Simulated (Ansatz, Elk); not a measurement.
# How far do independent atoms describe MgTlBr3?

Structure refinements treat a crystal as free atoms side by side. For a made-up structure of MgTlBr3 (cell and positions from a PBE relaxation) the runs below show what the calculated density changes in F(hkl).

Calculated with Elk 11.2.3 (patched build); DFT, PBE, all-electron APW+lo, Dirac cores, scalar-relativistic bands, static density, no spin.

The structure was built from a prototype and need not be the compound's stable phase.

## 1. The structure

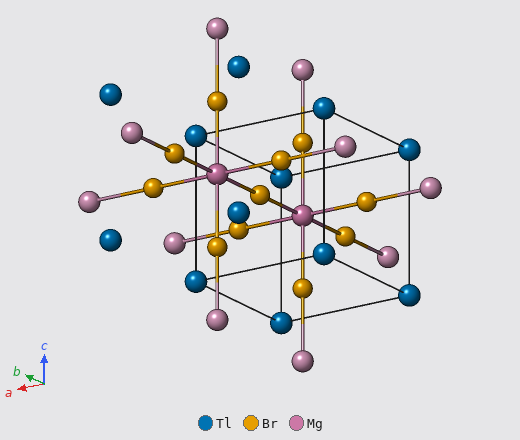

The cell as given, from a free direction (thallium blue, bromine orange, magnesium pink). 1×2×1 cells are drawn. Some periodic images of atoms are drawn too.

## 2. Ground state and structure factors

An all-electron density is needed, since X-rays see the cores too. Task 0 finds the density and task 195 Fourier-transforms it; tshift is off so that phases refer to the origin typed.

elk.in

```
tasks
  0
  195

xctype
  20

spinpol
  .false.

rgkmax
  7.0

gmaxvr
  14.0

lmaxo
  7

lmaxapw
  8

swidth
  0.002

tshift
  .false.

ramdisk
  .false.

hmaxvr
  5.5

maxscl
  120

epspot
  1e-06

sppath
  './'

avec
  10.10625531450 0.00000000000 0.00000000000
  0.00000000000 10.10625531450 0.00000000000
  0.00000000000 0.00000000000 10.10625531450

atoms
  3
  'Tl.in'
  1
  0.0000000000 0.0000000000 0.0000000000   0.000000 0.000000 0.000000
  'Br.in'
  3
  0.5000000000 0.5000000000 0.0000000000   0.000000 0.000000 0.000000
  0.5000000000 0.0000000000 0.5000000000   0.000000 0.000000 0.000000
  0.0000000000 0.5000000000 0.5000000000   0.000000 0.000000 0.000000
  'Mg.in'
  1
  0.5000000000 0.5000000000 0.5000000000   0.000000 0.000000 0.000000

ngridk
  4 4 4
```

Run with:

```sh
> OMP_NUM_THREADS=4 elk
```

What it wrote:

```text
┌─────────────────────────┐
│ Elk code version 11.2.3 │
└─────────────────────────┘

All units are atomic (Hartree, Bohr, etc.)

┌─────────────────────────────────────────────────┐
│ Ground-state run starting from atomic densities │
└─────────────────────────────────────────────────┘

Lattice vectors :
   10.10625531       0.000000000       0.000000000
   0.000000000       10.10625531       0.000000000
   0.000000000       0.000000000       10.10625531

Reciprocal lattice vectors :
  0.6217125049       0.000000000       0.000000000
   0.000000000      0.6217125049       0.000000000
   0.000000000       0.000000000      0.6217125049

Unit cell volume      :    1032.216500
Brillouin zone volume :   0.2403083205

Muffin-tin inner radius fraction :   0.1000000000E-01

Nuclei treated as point charges

Species : 1 (Tl)
 parameters loaded from : Tl.in
 name : thallium
 nuclear charge    :   -81.00000000
 electronic charge :    81.00000000
 atomic mass :    372567.9643
 muffin-tin radius :    2.800000000
 number of radial points in muffin-tin :   1393
 inner part over the whole radius :   0.9893942913E-02
 number on inner part of muffin-tin    :   1000
 approximate nuclear radius :   0.1043008296E-03
 number of mesh points to nuclear radius :    525
 atomic positions (lattice), magnetic fields (Cartesian) :
  1 :   0.00000000  0.00000000  0.00000000    0.00000000  0.00000000  0.00000000

Species : 2 (Br)
 parameters loaded from : Br.in
 name : bromine
 nuclear charge    :   -35.00000000
 electronic charge :    35.00000000
 atomic mass :    145656.0816
 muffin-tin radius :    2.400000000
 number of radial points in muffin-tin :    993
 inner part over the whole radius :   0.9934012010E-02
 number on inner part of muffin-tin    :    703
 approximate nuclear radius :   0.7858070945E-04
 number of mesh points to nuclear radius :    344
 atomic positions (lattice), magnetic fields (Cartesian) :
  1 :   0.50000000  0.50000000  0.00000000    0.00000000  0.00000000  0.00000000
  2 :   0.50000000  0.00000000  0.50000000    0.00000000  0.00000000  0.00000000
  3 :   0.00000000  0.50000000  0.50000000    0.00000000  0.00000000  0.00000000

Species : 3 (Mg)
 parameters loaded from : Mg.in
 name : magnesium
 nuclear charge    :   -12.00000000
 electronic charge :    12.00000000
 atomic mass :    44305.30466
 muffin-tin radius :    2.200000000
 number of radial points in muffin-tin :    793
 inner part over the whole radius :   0.9941530515E-02
 number on inner part of muffin-tin    :    552
 approximate nuclear radius :   0.5710277704E-04
 number of mesh points to nuclear radius :    241
 atomic positions (lattice), magnetic fields (Cartesian) :
  1 :   0.50000000  0.50000000  0.50000000    0.00000000  0.00000000  0.00000000

Total number of atoms per unit cell :    5
Total muffin-tin volume :    310.2720680
 ratio of muffin-tin to unit cell volume :   0.3005881694

Spin treatment :
 spin-unpolarised

Number of Bravais lattice symmetries :   48
Number of crystal symmetries         :   48
Crystal has inversion symmetry
Real symmetric eigensolver will be used

k-point grid :      4     4     4
k-point offset :    0.000000000       0.000000000       0.000000000
k-point set is reduced with full crystal symmetry group
Total number of k-points :       10

Muffin-tin radius times maximum |G+k| :    7.000000000
 using average radius
Maximum |G+k| for APW functions       :    2.868852459
Maximum (1/2)|G+k|²                   :    4.115157216
Maximum |G| for potential and density :    14.00000000
Constant for pseudocharge density :   10
 order of it for each species :   17  17  17
 order of it for pair densities of each species (exact exchange by exxq0 0: 18) :   13   9   7
Radial integration step length :    1

G-vector grid sizes :     48    48    48
Number of G-vectors :    47937

Maximum angular momentum used for
 APW functions            :    8
 outer part of muffin-tin :    7
 inner part of muffin-tin :    2

Total nuclear charge    :   -198.0000000
[...]
exchange                    :     -664.78705521965
 correlation                 :     -10.555716983367
 electron entropic           :    -0.46844300129752E-11
 total energy                :     -28312.737997399

Density of states at Fermi energy :   0.5001576400E-07
 (states/Hartree/unit cell)

Estimated indirect band gap :   0.1153845025
 from k-point 6 to k-point 1
Estimated direct band gap   :   0.1358037827
 at k-point 1

Charges :
 core                        :    118.0000000
 valence                     :    80.00000000
 interstitial                :    7.612472415
 muffin-tins (core leakage)
  species : 1 (Tl)
   atom 1                    :    79.16851036     (  0.3720000910E-04)
  species : 2 (Br)
[...]
species : 3 (Mg)
[...]
total in muffin-tins        :    190.3875276
 total calculated charge     :    197.9996410
 total charge                :    198.0000000
 error                       :   0.3589766004E-03

RMS change in Kohn-Sham potential (target) :   0.3505089141     (  0.1000000000E-05)
Absolute change in total energy (target)   :    2.698173720     (  0.1000000000E-03)

[... loops 3 to 14 left out ...]

┌──────────────────┐
│ Loop number : 15 │
└──────────────────┘

Energies :
 Fermi                       :     0.85102531332657E-01
 sum of occupied eigenvalues :     -17187.855450581
 electron kinetic            :      31733.629644795
 core electron kinetic       :      30727.141280800
 Coulomb                     :     -59367.357014315
 Coulomb potential           :     -48039.885763805
 nuclear-nuclear             :     -2248.2157766514
 electron-nuclear            :     -66229.127989138
 Hartree                     :      9109.9867514743
 Madelung                    :     -35347.414132412
 xc potential                :     -881.59933157008
 exchange                    :     -664.77226438598
 correlation                 :     -10.557740598428
 electron entropic           :    -0.46271907372777E-11
 total energy                :     -28309.057374504

Density of states at Fermi energy :   0.5004709235E-07
 (states/Hartree/unit cell)

Estimated indirect band gap :   0.9963733428E-01
 from k-point 6 to k-point 1
Estimated direct band gap   :   0.1219422502
 at k-point 1

Charges :
 core                        :    118.0000000
 valence                     :    80.00000000
 interstitial                :    7.695408757
 muffin-tins (core leakage)
  species : 1 (Tl)
[...]
species : 2 (Br)
[...]
species : 3 (Mg)
[...]
total in muffin-tins        :    190.3045912
 total calculated charge     :    197.9996113
 total charge                :    198.0000000
 error                       :   0.3886723091E-03

RMS change in Kohn-Sham potential (target) :   0.3861327653E-07 (  0.1000000000E-05)
Absolute change in total energy (target)   :   0.6268475772E-04 (  0.1000000000E-03)

Convergence targets achieved

┌──────────────────┐
│ Loop number : 16 │
└──────────────────┘

Energies :
 Fermi                       :     0.85102519088852E-01
 sum of occupied eigenvalues :     -17187.855451640
 electron kinetic            :      31733.629644169
 core electron kinetic       :      30727.141280520
 Coulomb                     :     -59367.357014867
 Coulomb potential           :     -48039.885764429
 nuclear-nuclear             :     -2248.2157766514
 electron-nuclear            :     -66229.127989250
 Hartree                     :      9109.9867510339
 Madelung                    :     -35347.414132653
 xc potential                :     -881.59933138014
 exchange                    :     -664.77226434618
 correlation                 :     -10.557740605696
 electron entropic           :    -0.46271925783300E-11
 total energy                :     -28309.057375650

Density of states at Fermi energy :   0.5004709211E-07
 (states/Hartree/unit cell)

Estimated indirect band gap :   0.9963732757E-01
 from k-point 6 to k-point 1
Estimated direct band gap   :   0.1219422431
 at k-point 1

Charges :
 core                        :    118.0000000
 valence                     :    80.00000000
 interstitial                :    7.695408846
 muffin-tins (core leakage)
  species : 1 (Tl)
[...]
species : 2 (Br)
[...]
atom 2                    :    33.53176458     (  0.2294653338E-04)
   atom 3                    :    33.53176458     (  0.2294653338E-04)
  species : 3 (Mg)
   atom 1                    :    10.39958812     ( -0.9828258563E-07)
 total in muffin-tins        :    190.3045912
 total calculated charge     :    197.9996113
 total charge                :    198.0000000
 error                       :   0.3886722679E-03

┌──────────────────────────────┐
│ Self-consistent loop stopped │
└──────────────────────────────┘

Wrote STATE.OUT
```

Run time: 31 s. Hardware: 4 threads of Arm Neoverse V2, shared host; peak memory 0.26 GiB.

SFACRHO.OUT:

```text

h k l indices transformed by vhmat matrix:
   1.000000000       0.000000000       0.000000000    
   0.000000000       1.000000000       0.000000000    
   0.000000000       0.000000000       1.000000000    

      h      k      l  multipl.   |H|            Re(F)            Im(F)           |F|

      0      0      0      1   0.0000000       198.00000      0.12364085E-15   198.00000    
      0      0      1      6  0.62171250       33.697210      0.85453883E-14   33.697210    
      0     -1      1     12  0.87923426       52.815718      0.53045294E-14   52.815718    
     -1     -1     -1      8   1.0768376       151.59665      0.17413098E-13   151.59665    
      0      0     -2      6   1.2434250       163.96654      0.15124898E-13   163.96654    
     -1     -2      0     24   1.3901914       32.157239     -0.98148458E-14   32.157239    
     -2      1      1     24   1.5228784       48.306751     -0.38042992E-14   48.306751    
     -2      2      0     12   1.7584685       146.72706     -0.96294131E-14   146.72706    
     -2      1     -2     24   1.8651375       30.310849      0.24618643E-13   30.310849    
     -3      0      0      6   1.8651375       30.188786      0.78230214E-13   30.188786    
      0      3     -1     24   1.9660276       44.850529      0.11327757E-13   44.850529    
      3     -1      1     24   2.0619871       123.27330      0.38284070E-13   123.27330    
      2      2      2      8   2.1536753       135.38071     -0.39486419E-13   135.38071    
      0      3     -2     24   2.2416163       28.640625     -0.61933471E-13   28.640625    
     -3      1      2     48   2.3262352       41.911819      0.16910623E-13   41.911819    
      4      0      0      6   2.4868500       126.91743     -0.24346729E-13   126.91743    
     -1      0      4     24   2.5633863       27.315612     -0.28925227E-14   27.315612    
      2     -3     -2     24   2.5633863       27.392206      0.53158066E-13   27.392206
```

Elk indexes on the primitive cell of elk.in and gives |H| = 4π sin θ/λ in inverse bohr. Below, one row stands for each form hkl of the conventional cell (m members, Friedel mates merged), F is for one primitive cell and the density is static (no thermal factor). Free-atom factors are Waasmaier and Kirfel's, and R is Σm||F|−|F'||/Σm|F|.

```
hkl   m  sin θ/λ (Å⁻¹)  abs F, DFT  neutral atoms   diff.     ions   diff.
100   6          0.093      33.697         33.882  -0.185   34.005  -0.307
110  12          0.132      52.816         53.196  -0.380   52.537  +0.279
111   8          0.162     151.597        151.189  +0.408  151.420  +0.177
200   6          0.187     163.966        163.820  +0.146  163.730  +0.236
210  24          0.209      32.157         32.141  +0.016   32.162  -0.005
211  24          0.229      48.307         48.332  -0.025   48.453  -0.146
220  12          0.264     146.727        146.908  -0.181  146.825  -0.098
221  24          0.281      30.311         30.213  +0.098   30.154  +0.157
300   6          0.281      30.189         30.213  -0.024   30.154  +0.035
310  24          0.296      44.850         44.779  +0.071   44.859  -0.008
311  24          0.310     123.273        123.501  -0.228  123.276  -0.003
222   8          0.324     135.381        135.638  -0.257  135.535  -0.154
320  24          0.337      28.641         28.623  +0.018   28.564  +0.077
321  48          0.350      41.912         41.917  -0.005   41.940  -0.028
```

The ions are Mg2+, Tl+ and Br−, by formal charge.

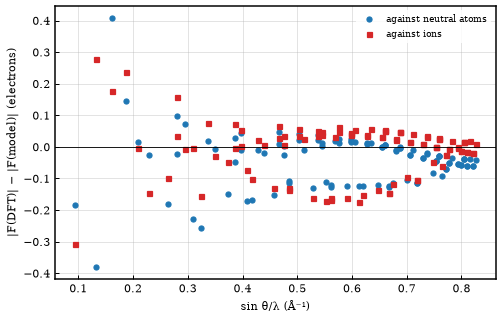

Difference between the calculated structure factors and the independent-atom ones.

## 3. The highest occupied states alone

An energy window below the Fermi level keeps the highest occupied states, to see at which angles they scatter; shallow core shells can lie inside it and anion s states outside. No new self-consistency is needed.

Edit elk.in of step 2 so:

```diff
@@ -1,3 +1,2 @@
 tasks
-  0
   195
@@ -40,2 +39,5 @@
 
+wsfac
+  -0.282390 0.385100
+
 sppath
```

Run with:

```sh
> OMP_NUM_THREADS=4 elk
```

What it wrote:

```text
┌─────────────────────────────────┐
│ Elk code version 11.2.3 started │
└─────────────────────────────────┘

Info(readinput): the functional depends on the density's gradient
 muffin-tin radial points multiplied by    2.00000
 (not where nrmtscf is given)

┌────────────────────┐
│ Current task : 195 │
└────────────────────┘

Info(sfacrho): density structure factors written to SFACRHO.OUT

 Energy window :  -0.2823900000      0.3851000000

┌──────────────────┐
│ Elk code stopped │
└──────────────────┘
```

The job ended after 17 s (4 threads; peak memory 0.16 GiB; 19 s of CPU time).

States within 10 eV below the Fermi level hold 20.00 electrons; any levels below the window count with the cores. Their amplitudes can exceed the total, where window and core parts have opposite phase:

| hkl | sin θ/λ (Å⁻¹) | abs F, window | abs F, all |
| --- | --- | --- | --- |
| 100 | 0.093 | 3.019 | 33.697 |
| 110 | 0.132 | 1.708 | 52.816 |
| 111 | 0.162 | 6.407 | 151.597 |
| 200 | 0.187 | 4.519 | 163.966 |
| 210 | 0.209 | 0.835 | 32.157 |
| 211 | 0.229 | 0.649 | 48.307 |
| 220 | 0.264 | 0.587 | 146.727 |
| 221 | 0.281 | 0.123 | 30.311 |
| 300 | 0.281 | 0.150 | 30.189 |
| 310 | 0.296 | 0.123 | 44.850 |

## 4. Another functional

The difference from free atoms is small, so it is set against the change that LDA (Perdew-Wang) makes.

Edit elk.in of step 3 so:

```diff
@@ -1,2 +1,3 @@
 tasks
+  0
   195
@@ -4,3 +5,3 @@
 xctype
-  20
+  3
 
@@ -39,5 +40,2 @@
 
-wsfac
-  -0.282390 0.385100
-
 sppath
```

Run with:

```sh
> OMP_NUM_THREADS=4 elk
```

What it wrote:

```text
┌─────────────────────────┐
│ Elk code version 11.2.3 │
└─────────────────────────┘

All units are atomic (Hartree, Bohr, etc.)

┌─────────────────────────────────────────────────┐
│ Ground-state run starting from atomic densities │
└─────────────────────────────────────────────────┘

Lattice vectors :
   10.10625531       0.000000000       0.000000000
   0.000000000       10.10625531       0.000000000
   0.000000000       0.000000000       10.10625531

Reciprocal lattice vectors :
  0.6217125049       0.000000000       0.000000000
[...]
interstitial                :    7.762715798
 muffin-tins (core leakage)
  species : 1 (Tl)
[...]
species : 2 (Br)
[...]
atom 3                    :    33.50567448     (  0.1713472304E-04)
  species : 3 (Mg)
   atom 1                    :    10.41388304     ( -0.1573064654E-05)
 total in muffin-tins        :    190.2372842
 total calculated charge     :    197.9996359
 total charge                :    198.0000000
 error                       :   0.3641073864E-03

┌──────────────────────────────┐
│ Self-consistent loop stopped │
└──────────────────────────────┘

Wrote STATE.OUT
[key lines of the parts left out:]
total energy                :     -28287.375652773
```

Run time: 19 s. Hardware: 4 threads; peak memory 0.21 GiB; 39 s of CPU time.

Against the first run R = 0.03 %; the largest change is -0.054 at 440.

## 5. Basis size

A smaller basis shows how fast F responds to it; the change is likely larger than the basis error of the first run, but doesn't show convergence.

Edit elk.in of step 4 so:

```diff
@@ -5,3 +5,3 @@
 xctype
-  3
+  20
 
@@ -11,3 +11,3 @@
 rgkmax
-  7.0
+  5.5
```

Run with:

```sh
> OMP_NUM_THREADS=4 elk
```

What it wrote:

```text
┌─────────────────────────┐
│ Elk code version 11.2.3 │
└─────────────────────────┘

All units are atomic (Hartree, Bohr, etc.)

┌─────────────────────────────────────────────────┐
│ Ground-state run starting from atomic densities │
└─────────────────────────────────────────────────┘

Lattice vectors :
   10.10625531       0.000000000       0.000000000
   0.000000000       10.10625531       0.000000000
   0.000000000       0.000000000       10.10625531

Reciprocal lattice vectors :
  0.6217125049       0.000000000       0.000000000
[...]
interstitial                :    7.839712438
 muffin-tins (core leakage)
  species : 1 (Tl)
[...]
species : 2 (Br)
[...]
atom 3                    :    33.49514481     (  0.2289799752E-04)
  species : 3 (Mg)
   atom 1                    :    10.39218722     ( -0.9828258474E-07)
 total in muffin-tins        :    190.1602876
 total calculated charge     :    197.9997038
 total charge                :    198.0000000
 error                       :   0.2962083800E-03

┌──────────────────────────────┐
│ Self-consistent loop stopped │
└──────────────────────────────┘

Wrote STATE.OUT
[key lines of the parts left out:]
total energy                :     -28308.970637526
```

Run time: 28 s. Hardware: 4 threads; peak memory 0.25 GiB.

Against the first run R = 0.01 %; the largest change is +0.055 at 400.

## 6. Settings against the effect

```csv
run,R against the first run (%),"R against neutral atoms, low angle (%)",wall time
"PBE, rgkmax 7",0.00,0.20,31 s
LDA (Perdew-Wang),0.03,0.18,19 s
rgkmax 5.5,0.01,0.20,28 s
```

## 7. Outcome

* R against neutral atoms, sin θ/λ < 0.3 Å⁻¹: 0.20 %
* R against neutral atoms, 0.3 to 0.83 Å⁻¹: 0.11 %
* R against ions, below 0.3 Å⁻¹: 0.20 %

What this shows: Independent neutral atoms miss the calculated amplitudes by R = 0.20 % below 0.3 Å⁻¹ and 0.11 % from there to 0.83 Å⁻¹; by shells, 0.68 % below 0.15 Å⁻¹ (2 forms), 0.15 % 0.15 to 0.3 (8 forms), 0.12 % 0.3 to 0.45 (13 forms), 0.11 % above 0.45 (81 forms). Bonding, aspherical density and the tables' own atoms all enter these figures, and the runs don't part them. The largest change of an amplitude is +0.41 electrons, at 111. Formal ions give R = 0.20 % at low angle, no better and no worse than neutral atoms. The window's part falls from 20.0 electrons at the origin to at most 0.35 between 0.45 and 0.83 Å⁻¹. Below 0.3 Å⁻¹ the changes that finished (LDA (Perdew-Wang) and rgkmax 5.5) move F by R = 0.03 % at most, against the 0.20 % that separates it from free atoms. The k-mesh has no finished test. Spin-orbit coupling is left out, which can matter for elements this heavy. Part of the difference isn't bonding: the tables are fits to free atoms and ions calculated by other methods than this functional. Thermal motion, anomalous dispersion and extinction are left out.

[Logs are printed without paths, hosts, clocks, repeated set-up lines and the standing remarks that a program may print on its own settings, such as how far it seeks lower states.]

[Hosts, paths, dates, database ids (printed as entryN), source tags and the programs' standing remarks are cut or masked in the printed files.]
